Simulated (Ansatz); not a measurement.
# Resistivity from frozen vibrations: W(100) with 4 thermally displaced layers, 2x2, part 2 of 2

How much do lattice vibrations at 800 K scatter the electrons of W? Layers with random displacements are laid between perfect leads, and the resistance is followed against their length.

Ansatz 0.2.0; Ansatz plane-wave DFT, PBE, PAW files; ballistic transport by layer matching (Landauer), zero bias; PAW set soft_1.

So far, open channels per spin nearest the Fermi level: step 2 (with 4 displaced layers) 5.66.

### 3. With 8 displaced layers

System of this step: W(100) with 8 thermally displaced layers, 2x2. The cell holds 72 atoms: 72 W. Cell: a = 6.330 Å, b = 6.330 Å, c = 28.483 Å, α = 90.0°, β = 90.0°, γ = 90.0°. It derives from W. Regions: lead, 40 atoms (40 W); scattering region, 32 atoms (32 W). The structure is stacked along c, and the current runs across the ab planes.

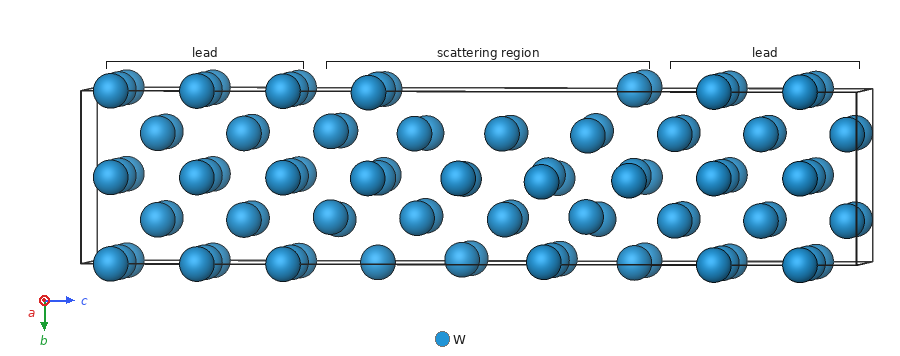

The cell of this step (tungsten blue). Some periodic images of atoms are drawn too.

The input, input.yaml:

```yaml
crystal:
  lattice:
    - [6.3296, 0.0, 0.0]
    - [0.0, 6.3296, 0.0]
    - [0.0, 0.0, 28.4832]
  atoms:
    - { symbol: W, position: [0.0, 0.0, 0.0277777778] }
    - { symbol: W, position: [0.0, 0.5, 0.0277777778] }
    - { symbol: W, position: [0.5, 0.0, 0.0277777778] }
    - { symbol: W, position: [0.5, 0.5, 0.0277777778] }
    - { symbol: W, position: [0.25, 0.25, 0.0833333333] }
    - { symbol: W, position: [0.25, 0.75, 0.0833333333] }
    - { symbol: W, position: [0.75, 0.25, 0.0833333333] }
    - { symbol: W, position: [0.75, 0.75, 0.0833333333] }
    - { symbol: W, position: [0.0, 0.0, 0.1388888889] }
    - { symbol: W, position: [0.0, 0.5, 0.1388888889] }
    - { symbol: W, position: [0.5, 0.0, 0.1388888889] }
    - { symbol: W, position: [0.5, 0.5, 0.1388888889] }
    - { symbol: W, position: [0.25, 0.25, 0.1944444444] }
    - { symbol: W, position: [0.25, 0.75, 0.1944444444] }
    - { symbol: W, position: [0.75, 0.25, 0.1944444444] }
    - { symbol: W, position: [0.75, 0.75, 0.1944444444] }
    - { symbol: W, position: [0.0, 0.0, 0.25] }
    - { symbol: W, position: [0.0, 0.5, 0.25] }
    - { symbol: W, position: [0.5, 0.0, 0.25] }
    - { symbol: W, position: [0.5, 0.5, 0.25] }
    - { symbol: W, position: [0.2552641788, 0.2426315048, 0.3086266834] }
    - { symbol: W, position: [0.2581976546, 0.756257286, 0.3064458933] }
    - { symbol: W, position: [0.7595315939, 0.2367151875, 0.3069162602] }
    - { symbol: W, position: [0.7560119357, 0.7323692453, 0.306324708] }
    - { symbol: W, position: [0.9975023641, 0.0077946994, 0.3601379801] }
    - { symbol: W, position: [0.9998180705, 0.5034195098, 0.3591689776] }
    - { symbol: W, position: [0.5059702437, 0.9989531251, 0.3622026424] }
    - { symbol: W, position: [0.4947953316, 0.5108334851, 0.3624524719] }
    - { symbol: W, position: [0.2482244258, 0.2563029725, 0.4194587695] }
    - { symbol: W, position: [0.2678647079, 0.734305568, 0.418624027] }
    - { symbol: W, position: [0.7546384695, 0.2490638576, 0.4144355093] }
    - { symbol: W, position: [0.7625388647, 0.737415761, 0.4179232363] }
    - { symbol: W, position: [0.012984485, 0.9840453242, 0.4715517261] }
    - { symbol: W, position: [0.9869422199, 0.5024341307, 0.475578661] }
    - { symbol: W, position: [0.5201824093, 0.9822655597, 0.4709479137] }
    - { symbol: W, position: [0.5070169715, 0.5157522425, 0.4731557873] }
    - { symbol: W, position: [0.2425580785, 0.2529635106, 0.5277409432] }
    - { symbol: W, position: [0.2479679443, 0.7426745807, 0.5286360946] }
    - { symbol: W, position: [0.7530707095, 0.2490726011, 0.5272864319] }
    - { symbol: W, position: [0.7371845841, 0.7451510133, 0.5304517351] }
    - { symbol: W, position: [0.9980994227, 0.9856408421, 0.5862909728] }
    - { symbol: W, position: [0.0052887261, 0.521025499, 0.5834718844] }
    - { symbol: W, position: [0.495398273, 0.985561577, 0.5862674692] }
    - { symbol: W, position: [0.5256276241, 0.4918122134, 0.5818991378] }
    - { symbol: W, position: [0.2559462284, 0.2417183556, 0.6382892273] }
    - { symbol: W, position: [0.2465108119, 0.7519145469, 0.6413154284] }
    - { symbol: W, position: [0.7502200963, 0.2591649648, 0.6379582533] }
    - { symbol: W, position: [0.7532693754, 0.728673907, 0.6356752453] }
    - { symbol: W, position: [0.0079382286, 0.9941140069, 0.6957297594] }
    - { symbol: W, position: [0.0054091973, 0.5131880575, 0.6962438369] }
    - { symbol: W, position: [0.5101432011, 0.9988862199, 0.6928967754] }
    - { symbol: W, position: [0.4927036274, 0.4951323796, 0.6919403078] }
    - { symbol: W, position: [0.25, 0.25, 0.75] }
    - { symbol: W, position: [0.25, 0.75, 0.75] }
    - { symbol: W, position: [0.75, 0.25, 0.75] }
    - { symbol: W, position: [0.75, 0.75, 0.75] }
    - { symbol: W, position: [0.0, 0.0, 0.8055555556] }
    - { symbol: W, position: [0.0, 0.5, 0.8055555556] }
    - { symbol: W, position: [0.5, 0.0, 0.8055555556] }
    - { symbol: W, position: [0.5, 0.5, 0.8055555556] }
    - { symbol: W, position: [0.25, 0.25, 0.8611111111] }
    - { symbol: W, position: [0.25, 0.75, 0.8611111111] }
    - { symbol: W, position: [0.75, 0.25, 0.8611111111] }
    - { symbol: W, position: [0.75, 0.75, 0.8611111111] }
    - { symbol: W, position: [0.0, 0.0, 0.9166666667] }
    - { symbol: W, position: [0.0, 0.5, 0.9166666667] }
    - { symbol: W, position: [0.5, 0.0, 0.9166666667] }
    - { symbol: W, position: [0.5, 0.5, 0.9166666667] }
    - { symbol: W, position: [0.25, 0.25, 0.9722222222] }
    - { symbol: W, position: [0.25, 0.75, 0.9722222222] }
    - { symbol: W, position: [0.75, 0.25, 0.9722222222] }
    - { symbol: W, position: [0.75, 0.75, 0.9722222222] }
kpoints:
  mp_grid: { grid: [4, 4, 1] }
hamiltonian:
  xc: pbe
  pseudopotentials: { kind: paw, azcp: { folder: soft_1 } }
scf:
  occupations: { method: fermi_dirac, width: 0.1 }
output:
  transmission: { leads: [[0, 4]], kmesh: [8, 8], e_range: [-0.05, 0.05], de: 0.05 }
  write_potential: true
  write_density: true
  volumetric_format: npy
```

Launch:

```sh
ansatz run input.yaml --threads 4 --pin off --max-ram 15360MiB --backend cpu --events-out ev --progress --plain --runs-dir out
```

Numbers of over 12 decimals in the logs are rounded to 6 here.

What it wrote:

```text
[...]
Crystal: 72 atoms, lattice volume = 1141.146 Å³
Basis set: ecut = 420 eV, 22299 PW (Γ)
Bands: 605, of which v1, the nominal top of the filled ones, is band 504 counted from 1 (503 counted from 0)
Symmetry: 1 space group operations
[...]
k-points: 10 of 16 (time reversal used)
[...]
SCF iter   1: F=—  HF=-747797.020477 eV  |F-HF|=—  |Δ(HF+E_count)|=         —  Δρ=6.31e-2  dr2=4.35e1  ethr=3.10e-3  ⟨swp⟩=4.6  Hψ=21923  notcnv=0
[...]
SCF iter   8: F=-747783.118959 eV  HF=-747783.118959 eV  |F-HF|=3.68e-8  |Δ(HF+E_count)|=   3.73e-9  Δρ=1.05e-6  dr2=4.44e-8  ethr=9.92e-12  ⟨swp⟩=6.7  Hψ=12957  notcnv=0
SCF 1 converged in 8 iterations: F = -747783.118959 eV  dr2 = 4.44e-8
[...]
transmission: 123 of 1224 steps passed
transmission: 249 of 1224 steps passed
[...]
transmission: 1224 of 1224 steps passed
SCF converged after 8 iterations
Free energy (F): -747783.118959 eV
[...]
Internal energy: -747781.881701 eV  (E = F + TS)
E sigma→0 (E₀):  -747782.500330 eV
Entropy (-TS):   -1.237258 eV (-17.184 meV/atom)
Fermi energy:    22.411264 eV
[...]
--- Band table (eV; the first three rows and the last of 10) ---
  k-point 0: bands = [... 500 lower, 22.3192, 22.3482, 22.3827, 22.3991, 22.4245, 22.4410, 22.4659, 22.4895, ... 97 higher]
  k-point 1: bands = [... 500 lower, 22.2896, 22.3222, 22.3408, 22.3540, 22.3720, 22.3910, 22.4346, 22.4637, ... 97 higher]
  k-point 2: bands = [... 500 lower, 22.3285, 22.4006, 22.4695, 22.4882, 22.5355, 22.5459, 22.5836, 22.6076, ... 97 higher]
  k-point 9: bands = [... 500 lower, 21.7090, 21.7293, 21.7821, 21.7832, 22.4194, 22.4737, 22.5447, 22.5964, ... 97 higher]
--- Transmission ---
  basis      : 349 plane waves across, 36 finite elements along
  points     : 34, standing for a mesh of 8 x 8
[...]
channels       : 5.281250e0 a spin
[...]
slowest decay  : 0.0383 /Å at (0.5000, 0.5000)
  junction   : crystal 0 to crystal 0, 0.70 to 27.60 Å
    transmission   : 3.902480e0 a spin
[...]
```

It took 22 min on 4 threads of Arm Neoverse V2, shared host; peak memory 8.1 GiB; 72 min of CPU time.

This step gave:

```
free energy                                    : -747783.1190 eV
energy at zero smearing                        : -747782.5003 eV
Fermi energy                                   : 22.41 eV
transmission per spin nearest the Fermi level  : 3.902
open channels per spin nearest the Fermi level : 5.281
step of the lead's potential                   : 4.3 meV
```

Per spin. Transmission, zone mean against energy, zero at the Fermi level:

```
energy (eV)  transmission, zone mean
    -0.0500                     3.76
     0.0000                     3.90
     0.0500                     4.12
```

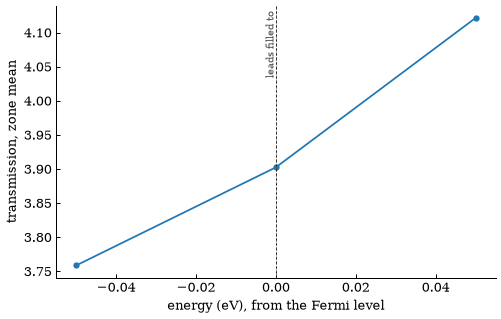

Transmission, zone mean against energy.

Over the solved energies the transmission per spin lies between 3.76 and 4.12, out of 5.20 channels of the lead on average (up to 5.66).

### 4. With 12 displaced layers

System of this step: W(100) with 12 thermally displaced layers, 2x2. The cell holds 88 atoms: 88 W. Cell: a = 6.330 Å, b = 6.330 Å, c = 34.813 Å, α = 90.0°, β = 90.0°, γ = 90.0°. It derives from W. Regions: lead, 40 atoms (40 W); scattering region, 48 atoms (48 W). The structure is stacked along c, and the current runs across the ab planes.

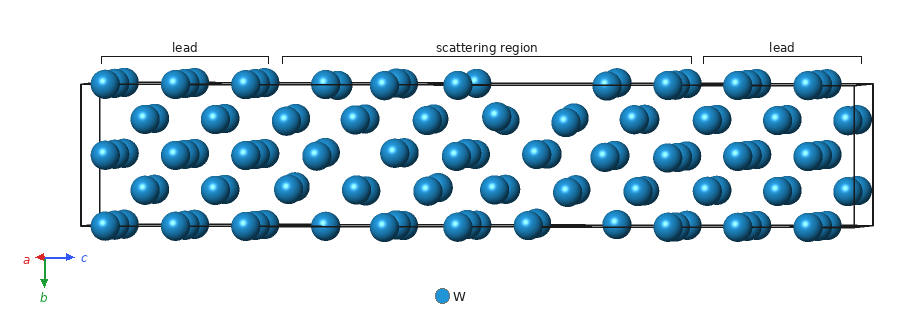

The cell of this step (tungsten blue). Some periodic images of atoms are drawn too.

The input, input.yaml:

```yaml
crystal:
  lattice:
    - [6.3296, 0.0, 0.0]
    - [0.0, 6.3296, 0.0]
    - [0.0, 0.0, 34.8128]
  atoms:
    - { symbol: W, position: [0.0, 0.0, 0.0227272727] }
    - { symbol: W, position: [0.0, 0.5, 0.0227272727] }
    - { symbol: W, position: [0.5, 0.0, 0.0227272727] }
    - { symbol: W, position: [0.5, 0.5, 0.0227272727] }
    - { symbol: W, position: [0.25, 0.25, 0.0681818182] }
    - { symbol: W, position: [0.25, 0.75, 0.0681818182] }
    - { symbol: W, position: [0.75, 0.25, 0.0681818182] }
    - { symbol: W, position: [0.75, 0.75, 0.0681818182] }
    - { symbol: W, position: [0.0, 0.0, 0.1136363636] }
    - { symbol: W, position: [0.0, 0.5, 0.1136363636] }
    - { symbol: W, position: [0.5, 0.0, 0.1136363636] }
    - { symbol: W, position: [0.5, 0.5, 0.1136363636] }
    - { symbol: W, position: [0.25, 0.25, 0.1590909091] }
    - { symbol: W, position: [0.25, 0.75, 0.1590909091] }
    - { symbol: W, position: [0.75, 0.25, 0.1590909091] }
    - { symbol: W, position: [0.75, 0.75, 0.1590909091] }
    - { symbol: W, position: [0.0, 0.0, 0.2045454545] }
    - { symbol: W, position: [0.0, 0.5, 0.2045454545] }
    - { symbol: W, position: [0.5, 0.0, 0.2045454545] }
    - { symbol: W, position: [0.5, 0.5, 0.2045454545] }
    - { symbol: W, position: [0.2445399434, 0.2490767409, 0.2504562747] }
    - { symbol: W, position: [0.2466199934, 0.730813699, 0.2498689216] }
    - { symbol: W, position: [0.7522475389, 0.260816271, 0.2510479019] }
    - { symbol: W, position: [0.743581297, 0.7427812452, 0.2536460299] }
    - { symbol: W, position: [0.0075465056, 0.0182662934, 0.2993160933] }
    - { symbol: W, position: [0.9918406512, 0.5038425735, 0.2962853883] }
    - { symbol: W, position: [0.5055814234, 0.0054047886, 0.2958209526] }
    - { symbol: W, position: [0.5017367187, 0.4850144654, 0.2951546059] }
    - { symbol: W, position: [0.2425434401, 0.2512575612, 0.3400612396] }
    - { symbol: W, position: [0.2561689614, 0.7581692432, 0.3414688755] }
    - { symbol: W, position: [0.7531533769, 0.2509270255, 0.3400970515] }
    - { symbol: W, position: [0.7483593082, 0.7450565581, 0.3416126692] }
    - { symbol: W, position: [0.0001407634, 0.0057976437, 0.3839542573] }
    - { symbol: W, position: [0.0088544708, 0.4923930707, 0.3850320845] }
    - { symbol: W, position: [0.4980307562, 0.994380952, 0.3868915646] }
    - { symbol: W, position: [0.4942734333, 0.4893333155, 0.3848298523] }
    - { symbol: W, position: [0.2630853726, 0.2504414208, 0.4297009752] }
    - { symbol: W, position: [0.250083554, 0.7344814045, 0.4350633928] }
    - { symbol: W, position: [0.7347952605, 0.2547749521, 0.4328039959] }
    - { symbol: W, position: [0.7355380085, 0.7529948781, 0.4336264597] }
    - { symbol: W, position: [0.0046634715, 0.0026033069, 0.478993825] }
    - { symbol: W, position: [0.0016048192, 0.5033554163, 0.4770429478] }
    - { symbol: W, position: [0.5063014622, 0.990610885, 0.4787085156] }
    - { symbol: W, position: [0.494960257, 0.4891221135, 0.477935072] }
    - { symbol: W, position: [0.2668850882, 0.2595915226, 0.5217921902] }
    - { symbol: W, position: [0.2569622614, 0.7454698391, 0.5225023751] }
    - { symbol: W, position: [0.7508929334, 0.2268886821, 0.5230747481] }
    - { symbol: W, position: [0.7397309519, 0.7430443318, 0.5200536041] }
    - { symbol: W, position: [0.9848742519, 0.9905921319, 0.5696789614] }
    - { symbol: W, position: [0.016616653, 0.499748611, 0.5701616786] }
    - { symbol: W, position: [0.4973671273, 0.9809304918, 0.5684536779] }
    - { symbol: W, position: [0.5044447772, 0.4957250925, 0.5687298735] }
    - { symbol: W, position: [0.2557105237, 0.2413886027, 0.6109582636] }
    - { symbol: W, position: [0.2477932698, 0.7478949383, 0.612996842] }
    - { symbol: W, position: [0.7598465364, 0.2672105634, 0.6128808134] }
    - { symbol: W, position: [0.75697051, 0.7593845965, 0.6149296059] }
    - { symbol: W, position: [0.0104473495, 0.9961177842, 0.6604324785] }
    - { symbol: W, position: [0.0201916441, 0.5080155464, 0.6579667901] }
    - { symbol: W, position: [0.5060611627, 0.0125906451, 0.6597600311] }
    - { symbol: W, position: [0.4943807914, 0.5153902751, 0.6568245738] }
    - { symbol: W, position: [0.2550210274, 0.2498386691, 0.7023808538] }
    - { symbol: W, position: [0.2621624666, 0.7534697383, 0.7024295755] }
    - { symbol: W, position: [0.7560014785, 0.2456953322, 0.7010949262] }
    - { symbol: W, position: [0.7431290436, 0.752628592, 0.7056982421] }
    - { symbol: W, position: [0.0016513003, 0.0004504638, 0.7508522828] }
    - { symbol: W, position: [0.9978957805, 0.511738632, 0.7502695477] }
    - { symbol: W, position: [0.5029314953, 0.0053937852, 0.7480829235] }
    - { symbol: W, position: [0.4929263599, 0.5152456413, 0.7506080508] }
    - { symbol: W, position: [0.25, 0.25, 0.7954545455] }
    - { symbol: W, position: [0.25, 0.75, 0.7954545455] }
    - { symbol: W, position: [0.75, 0.25, 0.7954545455] }
    - { symbol: W, position: [0.75, 0.75, 0.7954545455] }
    - { symbol: W, position: [0.0, 0.0, 0.8409090909] }
    - { symbol: W, position: [0.0, 0.5, 0.8409090909] }
    - { symbol: W, position: [0.5, 0.0, 0.8409090909] }
    - { symbol: W, position: [0.5, 0.5, 0.8409090909] }
    - { symbol: W, position: [0.25, 0.25, 0.8863636364] }
    - { symbol: W, position: [0.25, 0.75, 0.8863636364] }
    - { symbol: W, position: [0.75, 0.25, 0.8863636364] }
    - { symbol: W, position: [0.75, 0.75, 0.8863636364] }
    - { symbol: W, position: [0.0, 0.0, 0.9318181818] }
    - { symbol: W, position: [0.0, 0.5, 0.9318181818] }
    - { symbol: W, position: [0.5, 0.0, 0.9318181818] }
    - { symbol: W, position: [0.5, 0.5, 0.9318181818] }
    - { symbol: W, position: [0.25, 0.25, 0.9772727273] }
    - { symbol: W, position: [0.25, 0.75, 0.9772727273] }
    - { symbol: W, position: [0.75, 0.25, 0.9772727273] }
    - { symbol: W, position: [0.75, 0.75, 0.9772727273] }
kpoints:
  mp_grid: { grid: [4, 4, 1] }
hamiltonian:
  xc: pbe
  pseudopotentials: { kind: paw, azcp: { folder: soft_1 } }
scf:
  occupations: { method: fermi_dirac, width: 0.1 }
output:
  transmission: { leads: [[0, 4]], kmesh: [8, 8], e_range: [-0.05, 0.05], de: 0.05 }
  write_potential: true
  write_density: true
  volumetric_format: npy
```

What it wrote:

```text
[...]
Crystal: 88 atoms, lattice volume = 1394.734 Å³
Basis set: ecut = 420 eV, 27305 PW (Γ)
Bands: 740, of which v1, the nominal top of the filled ones, is band 616 counted from 1 (615 counted from 0)
Symmetry: 1 space group operations
[...]
k-points: 10 of 16 (time reversal used)
[...]
SCF iter   1: F=—  HF=-913974.047315 eV  |F-HF|=—  |Δ(HF+E_count)|=         —  Δρ=6.30e-2  dr2=5.48e1  ethr=3.10e-3  ⟨swp⟩=4.6  Hψ=26980  notcnv=0
[...]
SCF iter   8: F=-913957.065880 eV  HF=-913957.065880 eV  |F-HF|=6.04e-8  |Δ(HF+E_count)|=   6.29e-9  Δρ=9.37e-7  dr2=6.71e-8  ethr=8.12e-12  ⟨swp⟩=6.5  Hψ=16214  notcnv=0
SCF 1 converged in 8 iterations: F = -913957.065880 eV  dr2 = 6.71e-8
[...]
transmission: 184 of 1836 steps passed
transmission: 368 of 1836 steps passed
[...]
transmission: 1836 of 1836 steps passed
SCF converged after 8 iterations
Free energy (F): -913957.065880 eV
[...]
Internal energy: -913955.580860 eV  (E = F + TS)
E sigma→0 (E₀):  -913956.323370 eV
Entropy (-TS):   -1.485020 eV (-16.875 meV/atom)
Fermi energy:    22.410009 eV
[...]
--- Band table (eV; the first three rows and the last of 10) ---
  k-point 0: bands = [... 612 lower, 22.2394, 22.2491, 22.2735, 22.2858, 22.3064, 22.3829, 22.4359, 22.5176, ... 120 higher]
  k-point 1: bands = [... 612 lower, 22.3359, 22.3496, 22.3596, 22.3788, 22.3935, 22.4159, 22.4271, 22.4446, ... 120 higher]
  k-point 2: bands = [... 612 lower, 22.4073, 22.4403, 22.4497, 22.4780, 22.4974, 22.5196, 22.5330, 22.5502, ... 120 higher]
  k-point 9: bands = [... 612 lower, 21.6897, 21.7236, 21.7790, 21.8126, 22.4430, 22.4944, 22.5519, 22.5705, ... 120 higher]
--- Transmission ---
  basis      : 349 plane waves across, 54 finite elements along
  points     : 34, standing for a mesh of 8 x 8
[...]
channels       : 5.281250e0 a spin
[...]
slowest decay  : 0.0383 /Å at (0.5000, 0.5000)
  junction   : crystal 0 to crystal 0, 0.70 to 33.93 Å
    transmission   : 3.720572e0 a spin
[...]
```

Run time: 26 min. Hardware: 4 threads; peak memory 8.3 GiB.

This step gave:

| Property | Result |
| --- | --- |
| free energy | -913957.0659 eV |
| energy at zero smearing | -913956.3234 eV |
| transmission per spin nearest the Fermi level | 3.721 |
| step of the lead's potential | 6.6 meV |

Per spin. Transmission, zone mean against energy, zero at the Fermi level:

```
energy (eV)  transmission, zone mean
    -0.0500                     3.55
     0.0000                     3.72
     0.0500                     3.85
```

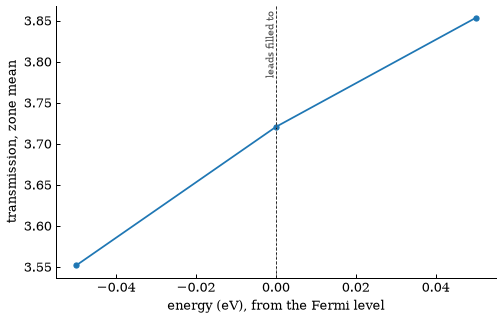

Transmission, zone mean against energy.

Over the solved energies the transmission per spin lies between 3.55 and 3.85, out of 5.20 channels of the lead on average (up to 5.66).

### 5. The fit

This step: Ansatz plane-wave DFT, PBE, PAW files; ballistic transport by layer matching (Landauer), zero bias; resistivity from the slope of the area resistance; PAW set soft_1 (Ansatz 0.2.0).

Numbers from this step:

| Quantity | Value |
| --- | --- |
| resistivity | 21.02 µΩ cm |
| intercept | 0.01878 fΩ m² |
| scatter about the fit | 0.02608 fΩ m² |

Resistance, by row:

```
run  length (Å)      T  channels N  RA (fΩ m²)
 n4        6.33  4.809        5.49      0.1334
 n8       12.66  3.928       5.198      0.3218
n12       18.99  3.709       5.198      0.3995
```

Area resistance against length of the displaced region:

```
length of the displaced region (Å)  area resistance (fΩ m²)
                              6.33                    0.133
                             12.66                    0.322
                             18.99                    0.400
```

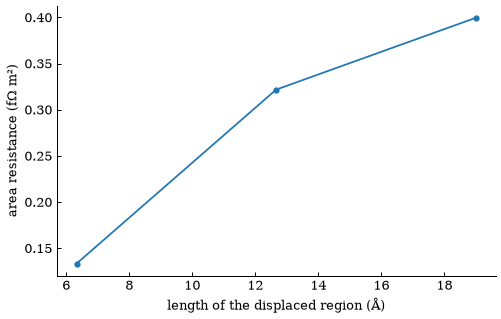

Area resistance against length of the displaced region.

The area resistance goes from 0.13 to 0.40 fΩ m² between 6.3 and 19.0 Å, a slope of 21 µΩ cm.

By hand from the end points: (0.3995 − 0.1334) fΩ m² / (18.99 − 6.33) Å = 21 µΩ cm, since 1 fΩ m² per Å is 1000 µΩ cm.

### 6. Summary of results

```json
{"resistivity from the slope": "21.0 µΩ cm", "area resistance over 6.33 Å": "0.133 fΩ m²", "area resistance over 12.7 Å": "0.322 fΩ m²", "area resistance over 19.0 Å": "0.400 fΩ m²"}
```

**Reading.** The slope gives 21 µΩ cm. The points scatter by 0.026 fΩ m² about the line, with one random draw a length in a 2x2 cell, so the slope is a rough value. The mean square of the displacements drawn is 0.75, 0.94 and 0.81 of the nominal one at the three lengths; with each resistance scaled back by that, the slope is 25 µΩ cm, the value used below. The lead's own channel count moves between the runs (5.49, 5.20 and 5.20), which shifts RA and the slope too. Read with a model of isotropic scattering on a spherical Fermi surface and the lead's 1.1×10¹⁵ S/m², this slope means a mean free path near 30 Å; over these lengths the model's slope is 1.07 times its bulk resistivity, which would be 23 µΩ cm. Uncorrelated displacements put too much weight on short waves, which scatter strongly; with the sideways repeat of a small cell, one draw and three short lengths, the method is good to a factor of two or three. Spin-orbit coupling is left out, which matters for W.

[Logs are printed without paths, hosts, clocks, repeated set-up lines and the standing remarks that a program may print on its own settings, such as how far it seeks lower states.]

[Hosts, paths, dates, database ids (printed as entryN), source tags and the programs' standing remarks are cut or masked in the printed files.]
